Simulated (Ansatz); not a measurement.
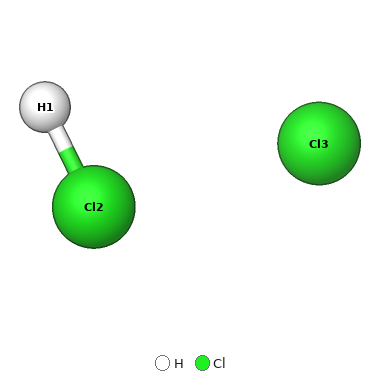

The system is H + Cl₂, spin multiplicity 2; the picture shows the reference structure. First axis: distance H1–Cl2. Second axis: distance Cl2–Cl3. Nothing is relaxed (the angle H1–Cl2–Cl3 is fixed at 100 degrees). The grid has 17 × 17 points. Points are written as (first, second). All energies are given in kcal/mol relative to H far from the relaxed ClCl (each part in its own basis). Energies and slopes of some neighbouring points disagree (a jump in structure or state, or too coarse a mesh). In part of the range the unrestricted reference is strongly spin-contaminated. The calculation used UKS PBE0-D4/def2-SVPD in Ansatz 0.2.0.

Its coordinates:

```xyz
3

H    -1.2910    0.0000    0.0000
Cl    0.0000    0.0000    0.0000
Cl    0.4720    2.6767    0.0000
```

Range: distance H1–Cl2 from 1.064 to 3.064 Å; distance Cl2–Cl3 from 1.632 to 3.632 Å.

**Predict the map.**

The lowest grid point is at (1.291 Å, 2.718 Å), −58 kcal/mol from H far from the relaxed ClCl (each part in its own basis). The highest grid point, (1.064 Å, 1.632 Å), lies 220 kcal/mol above the lowest.

| distance Cl2–Cl3 ↓, distance H1–Cl2 → | 1.118 | 1.291 | 1.505 | 1.747 | 2.011 | 2.293 | 2.591 | 2.903 |
| --- | --- | --- | --- | --- | --- | --- | --- | --- |
| 3.632 | −39 | −55 | −43 | −17 | 11 | 31 | 41 | 46 |
| 3.313 | −40 | −56 | −44 | −18 | 9 | 29 | 39 | 44 |
| 3.008 | −42 | −57 | −45 | −20 | 7 | 27 | 37 | 42 |
| 2.718 | −42 | −58 | −46 | −21 | 6 | 25 | 33 | 36 |
| 2.444 | −38 | −54 | −42 | −18 | 8 | 19 | 20 | 20 |
| 2.191 | −23 | −38 | −27 | −4 | 9 | 7 | 5 | 4 |
| 1.962 | 13 | −3 | 8 | 16 | 8 | 4 | 2 | 1 |
| 1.766 | 76 | 60 | 53 | 37 | 29 | 25 | 23 | 22 |
| 1.632 | 148 | 120 | 95 | 80 | 72 | 69 | 67 | 67 |

The table holds every second grid line.

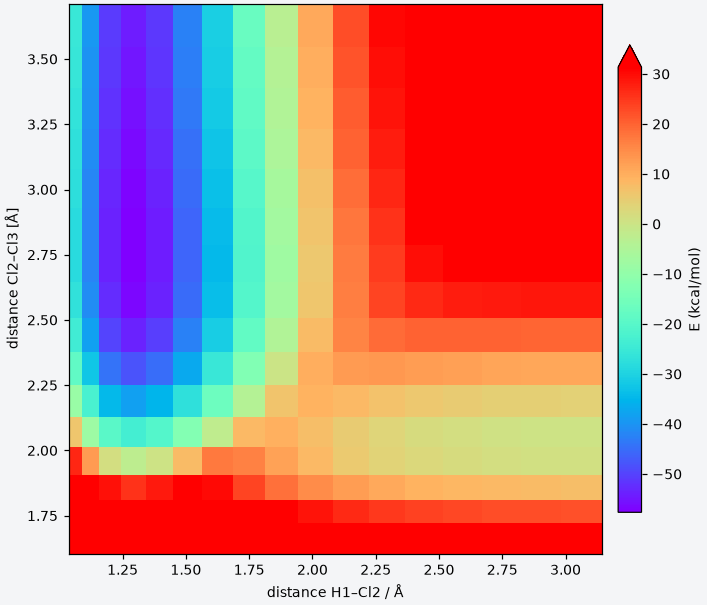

In the figure: one coloured cell a grid point, one colour for all values above the top of the scale.

Time for the 289 points that were run: 24 min on 1 thread of Arm Neoverse V2, on a shared host.
